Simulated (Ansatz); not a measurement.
**Nudged elastic band, with input and output: C2H7NOSn (part 2 of 2)**

Continued. System: C2H7NOSn. Method: RKS PBE0-D4/def2-SVP (Ansatz 0.2.0). One setting was made poor on purpose. It belongs to a series of runs on one base structure; here: band between the two ends.

Geometry of the input (Å):
```
C  -1.0607  1.6458  1.3840
N  -1.3254  0.4955  0.9312
Sn 0.2670  -0.7090  0.3600
C  -0.0299  -1.2548  -1.6875
O  1.9150  0.3936  0.6074
H  -1.8869  2.3178  1.6941
H  -0.0411  2.0700  1.5100
H  0.4548  -1.9920  1.4714
H  -1.0104  -1.7417  -1.7877
H  -0.0151  -0.3555  -2.3190
H  0.7555  -1.9470  -2.0202
H  2.0544  1.0219  -0.1095
```

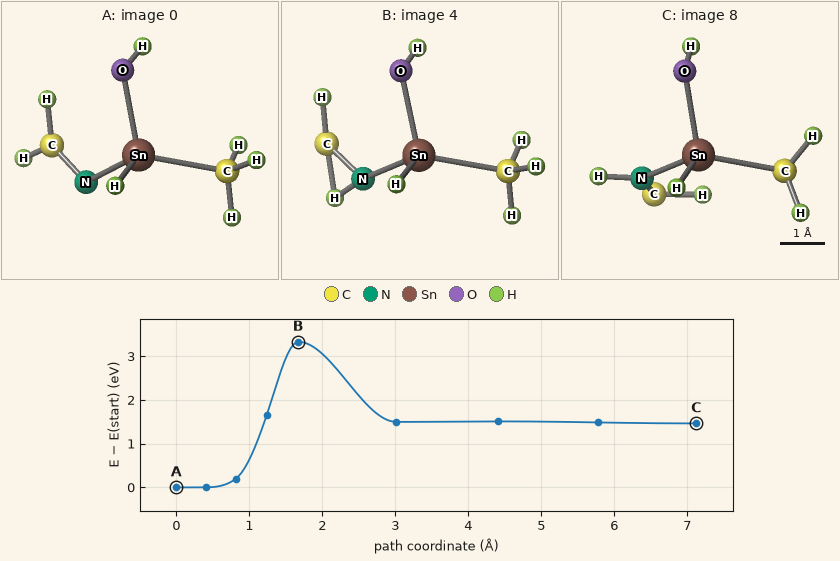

*Images of the last band (counted from 0; ball-and-stick, seen at a tilt) above the energy along the path; the line is a cubic interpolation that uses the forces.*

The highest image is number 4, 3.332 eV above the start and 1.867 eV above the end (the climbing image); the end lies 1.465 eV above the start. The path is 7.12 Å long. The band converged in 31 iterations.

```
Total energy: -11541.82207035 eV, -424.1541377574 hartree
Atom 0 at    -0.965331     1.974738     1.399433 Å, force    -0.002920     0.003454    -0.003614 eV/Å
Atom 1 at    -1.201310     0.750782     0.989615 Å, force     0.000632    -0.000694    -0.003640 eV/Å
Atom 2 at     0.282782    -0.666642     0.400722 Å, force    -0.001676    -0.005860     0.002341 eV/Å
Atom 3 at    -0.061655    -1.297518    -1.620930 Å, force     0.003417     0.005204     0.001686 eV/Å
Atom 4 at     1.933771     0.435199     0.582775 Å, force    -0.000773     0.000308    -0.001249 eV/Å
Atom 5 at    -2.129588     1.429184     1.277160 Å, force     0.001631     0.001337     0.004342 eV/Å
Atom 6 at     0.086629     2.354350     1.477992 Å, force     0.001496    -0.002094     0.001858 eV/Å
Atom 7 at     0.483418    -1.918262     1.551990 Å, force    -0.001092    -0.000136     0.000975 eV/Å
Atom 8 at    -1.113692    -1.596118    -1.731788 Å, force     0.000852    -0.002238     0.000216 eV/Å
Atom 9 at     0.147298    -0.465392    -2.307493 Å, force    -0.003456    -0.001169    -0.002633 eV/Å
Atom 10 at     0.586715    -2.148788    -1.870431 Å, force     0.001239     0.001298    -0.000277 eV/Å
Atom 11 at     2.028064     1.093165    -0.114944 Å, force     0.000648     0.000589    -0.000005 eV/Å
Dipole moment:    -0.046061    -0.371176    -0.536161 e Å
this run last wrote the band of iteration 31 to [file]
```

**The last band as extended XYZ (Å, eV, eV/Å)**
```
12
Properties=species:S:1:pos:R:3:forces:R:3 image=0 energy=-11545.15406
C    -1.0607    1.6458    1.3840   -0.0189   0.0184   0.0086
N    -1.3254    0.4955    0.9312    0.0131  -0.0074   0.0000
Sn    0.2670   -0.7090    0.3600    0.0008  -0.0086  -0.0037
C    -0.0299   -1.2548   -1.6875    0.0030   0.0030  -0.0002
O     1.9150    0.3936    0.6074    0.0011   0.0049  -0.0054
H    -1.8869    2.3178    1.6941   -0.0051  -0.0004   0.0009
H    -0.0411    2.0700    1.5100    0.0098  -0.0099  -0.0045
H     0.4548   -1.9920    1.4714   -0.0078   0.0005   0.0015
H    -1.0104   -1.7417   -1.7877    0.0022  -0.0001  -0.0006
H    -0.0151   -0.3555   -2.3190   -0.0033   0.0008   0.0016
H     0.7555   -1.9470   -2.0202   -0.0004  -0.0024   0.0019
H     2.0544    1.0219   -0.1095    0.0055   0.0010  -0.0001
12
Properties=species:S:1:pos:R:3:forces:R:3 image=1 energy=-11545.15230
C    -1.0962    1.6281    1.3789    0.0238  -0.0011   0.0090
N    -1.3078    0.4636    0.9361   -0.0178   0.0036   0.0146
Sn    0.3054   -0.7078    0.3630   -0.0088   0.0130  -0.0079
C    -0.0236   -1.2487   -1.6808    0.0114  -0.0153  -0.0067
O     1.9465    0.4075    0.5950   -0.0032   0.0054   0.0000
H    -1.9531    2.2624    1.6859    0.0098   0.0094  -0.0043
H    -0.0963    2.1007    1.5011   -0.0195  -0.0187  -0.0048
H     0.5045   -1.9869    1.4767    0.0022   0.0044  -0.0027
H    -1.0804   -1.5259   -1.8011   -0.0003  -0.0027  -0.0006
H     0.1954   -0.3941   -2.3362    0.0026   0.0013   0.0058
H     0.6116   -2.0981   -1.9670    0.0008   0.0047  -0.0017
H     2.0711    1.0438   -0.1176   -0.0010  -0.0040  -0.0007
12
Properties=species:S:1:pos:R:3:forces:R:3 image=2 energy=-11544.95869
C    -1.0625    1.6811    1.3584   -0.2440  -0.4593  -0.1640
N    -1.1384    0.5068    0.9134   -0.1239  -0.3579  -0.1129
Sn    0.3668   -0.7281    0.3615    0.2483  -0.0938  -0.0363
C    -0.0522   -1.2512   -1.6680    0.0689  -0.0205  -0.0171
O     2.0254    0.3544    0.5988    0.1858  -0.0518  -0.0737
H    -2.0732    2.0675    1.5424    0.1327   1.1899   0.4590
H    -0.1268    2.2744    1.5527   -0.4938  -0.1315  -0.0339
H     0.4489   -1.9982    1.4935    0.0915  -0.0503   0.0010
H    -1.1174   -1.5075   -1.7688    0.0416   0.0138   0.0717
H     0.1703   -0.3974   -2.3231    0.0161  -0.0135  -0.0127
H     0.5607   -2.1111   -1.9647    0.0125  -0.0343  -0.0878
H     2.0754    1.0540   -0.0620    0.0644   0.0093   0.0067
12
Properties=species:S:1:pos:R:3:forces:R:3 image=3 energy=-11543.50743
C    -1.0181    1.8067    1.3654   -0.7254  -1.8687  -0.6507
N    -1.1220    0.6139    0.9300    0.9850  -1.6351  -0.6187
Sn    0.3105   -0.6971    0.3839    0.5559  -0.2232  -0.1039
C    -0.0499   -1.2669   -1.6472    0.0499  -0.0241  -0.0009
O     1.9632    0.3900    0.6240    0.3919  -0.0033  -0.0264
H    -2.1287    1.7535    1.3815   -0.0052   3.7018   1.3672
H    -0.0166    2.3348    1.5330   -1.3698   0.1327   0.0940
H     0.4249   -1.9613    1.5222    0.0307  -0.0652  -0.0018
H    -1.1065   -1.5421   -1.7782    0.0221   0.0078   0.0522
H     0.1827   -0.4239   -2.3131    0.0076  -0.0122  -0.0030
H     0.5846   -2.1240   -1.9072   -0.0005  -0.0227  -0.0692
H     2.0531    1.0611   -0.0602    0.0578   0.0122  -0.0389
12
Properties=species:S:1:pos:R:3:forces:R:3 image=4 energy=-11541.82204
C    -0.9653    1.9747    1.3994   -0.0029   0.0035  -0.0036
N    -1.2013    0.7508    0.9896    0.0006  -0.0007  -0.0036
Sn    0.2828   -0.6666    0.4007   -0.0017  -0.0059   0.0023
C    -0.0617   -1.2975   -1.6209    0.0034   0.0052   0.0017
O     1.9338    0.4352    0.5828   -0.0008   0.0003  -0.0012
H    -2.1296    1.4292    1.2772    0.0016   0.0013   0.0043
H     0.0866    2.3544    1.4780    0.0015  -0.0021   0.0019
H     0.4834   -1.9183    1.5520   -0.0011  -0.0001   0.0010
H    -1.1137   -1.5961   -1.7318    0.0009  -0.0022   0.0002
H     0.1473   -0.4654   -2.3075   -0.0035  -0.0012  -0.0026
H     0.5867   -2.1488   -1.8704    0.0012   0.0013  -0.0003
H     2.0281    1.0932   -0.1149    0.0006   0.0006   0.0000
12
Properties=species:S:1:pos:R:3:forces:R:3 image=5 energy=-11543.65449
C    -0.7855    2.1990    1.2160   -0.0062   0.0236  -0.0183
N    -1.0278    0.9295    1.0341    0.0143  -0.0227   0.0088
Sn    0.3241   -0.6031    0.4003   -0.0053   0.0063  -0.0092
C    -0.2143   -1.3122   -1.5426    0.0047  -0.0007   0.0002
O     2.0133    0.4191    0.2731   -0.0247   0.0126  -0.0009
H    -1.9898    0.6454    1.2262    0.0028  -0.0054  -0.0009
H     0.2989    2.3788    0.9749    0.0043  -0.0095   0.0072
H     0.4921   -1.7807    1.6362    0.0004   0.0056   0.0018
H    -1.1894   -1.8181   -1.5142   -0.0003   0.0000   0.0054
H    -0.2647   -0.4540   -2.2263   -0.0036  -0.0008  -0.0016
H     0.5493   -2.0173   -1.8997   -0.0022   0.0005  -0.0044
H     1.8709    1.3583    0.4562    0.0157  -0.0096   0.0119
12
Properties=species:S:1:pos:R:3:forces:R:3 image=6 energy=-11543.64386
C    -0.9384    2.1306    0.8453   -0.0045   0.0043   0.0037
N    -0.9854    0.8692    1.1854    0.0078  -0.0042  -0.0059
Sn    0.3424   -0.6553    0.5234    0.0007  -0.0053   0.0000
C    -0.2123   -1.1464   -1.4813   -0.0019   0.0017   0.0006
O     2.0910    0.2732    0.5474    0.0001   0.0018  -0.0003
H    -1.7310    0.6193    1.8371   -0.0023   0.0033  -0.0008
H    -0.0673    2.2551    0.1419    0.0017  -0.0021   0.0027
H     0.4770   -1.9170    1.6731   -0.0006   0.0001   0.0012
H    -1.0998   -1.7942   -1.4829    0.0003  -0.0005   0.0000
H    -0.4425   -0.2154   -2.0179   -0.0013  -0.0016  -0.0027
H     0.6187   -1.6616   -1.9824    0.0004   0.0008   0.0016
H     2.0247    1.1873    0.2449   -0.0003   0.0018  -0.0002
12
Properties=species:S:1:pos:R:3:forces:R:3 image=7 energy=-11543.66697
C    -1.2679    1.9867    0.6150   -0.0041   0.0026  -0.0023
N    -0.8920    0.9105    1.2564    0.0021  -0.0050  -0.0019
Sn    0.3885   -0.6395    0.5680    0.0050   0.0004   0.0022
C    -0.1867   -1.0112   -1.4546   -0.0013   0.0052   0.0020
O     2.2292    0.0970    0.6685    0.0028  -0.0039   0.0034
H    -1.2336    0.8340    2.2164    0.0086   0.0066   0.0068
H    -0.8132    1.9401   -0.4123   -0.0179  -0.0094  -0.0126
H     0.4128   -1.9422    1.6789   -0.0045  -0.0016   0.0000
H    -1.0439   -1.6983   -1.4752    0.0016   0.0024  -0.0022
H    -0.4719   -0.0627   -1.9309   -0.0012   0.0034   0.0008
H     0.6557   -1.4568   -2.0008    0.0017   0.0059   0.0008
H     2.3001    0.9870    0.3048    0.0071  -0.0065   0.0032
12
Properties=species:S:1:pos:R:3:forces:R:3 image=8 energy=-11543.68874
C    -1.5677    1.8393    0.5699    0.0010  -0.0016   0.0035
N    -0.7709    1.0522    1.2429   -0.0060   0.0045  -0.0006
Sn    0.3948   -0.6082    0.5869   -0.0038   0.0035  -0.0005
C    -0.1352   -0.9101   -1.4607   -0.0002  -0.0056  -0.0099
O     2.3033   -0.0955    0.8011    0.0002   0.0046  -0.0032
H    -0.6854    1.2720    2.2377    0.0000  -0.0010  -0.0113
H    -1.5693    1.4928   -0.4977    0.0061  -0.0020   0.0095
H     0.2383   -1.9158    1.6792    0.0014   0.0005   0.0006
H    -0.8605   -1.7313   -1.5447    0.0109   0.0099   0.0004
H    -0.5809    0.0086   -1.8688    0.0053  -0.0097   0.0049
H     0.7718   -1.1626   -2.0273   -0.0128   0.0035   0.0033
H     2.5389    0.7034    0.3156   -0.0022  -0.0066   0.0032
```

**Results in brief**

| quantity | value |
| --- | --- |
| outcome | converged |
| barrier, forward | 3.332 eV |
| barrier, backward | 1.867 eV |
| wall time | 10 min (CPU time 20 min) |
| peak memory | 0.32 GiB |

A deliberately poor setting: spring. The order of the saddle point was not checked.
